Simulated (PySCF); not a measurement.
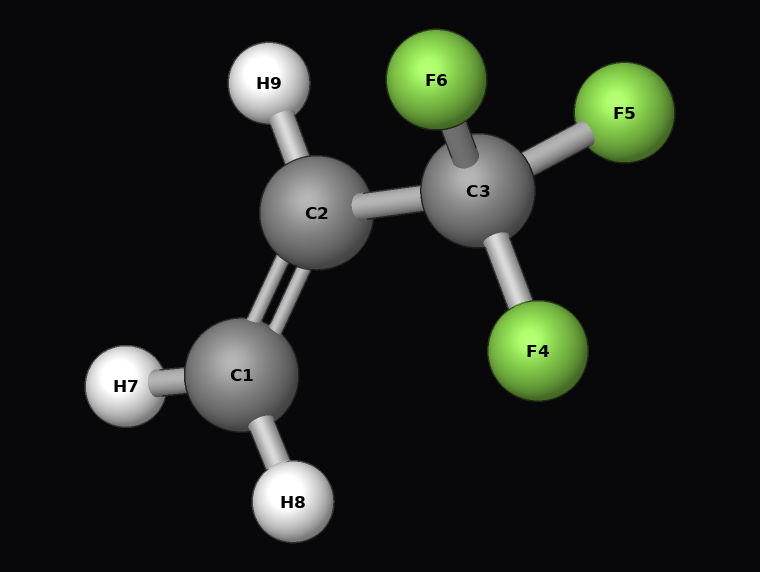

The questions are on ESP-fitted charges. The geometry was computed by an optimisation with GFN2-xTB. No frequency run is at hand to confirm it as a minimum. Properties computed with PBE0/pcSseg-1, gas phase (PySCF 2.14.0).

Give the ESP-fitted charges atom by atom.

```json
{"atom": "C1", "value (e)": "−0.30"}
{"atom": "C2", "value (e)": "−0.28"}
{"atom": "C3", "value (e)": "0.63"}
{"atom": "F4", "value (e)": "−0.19"}
{"atom": "F5", "value (e)": "−0.21"}
{"atom": "F6", "value (e)": "−0.21"}
{"atom": "H7", "value (e)": "0.18"}
{"atom": "H8", "value (e)": "0.18"}
{"atom": "H9", "value (e)": "0.19"}
```
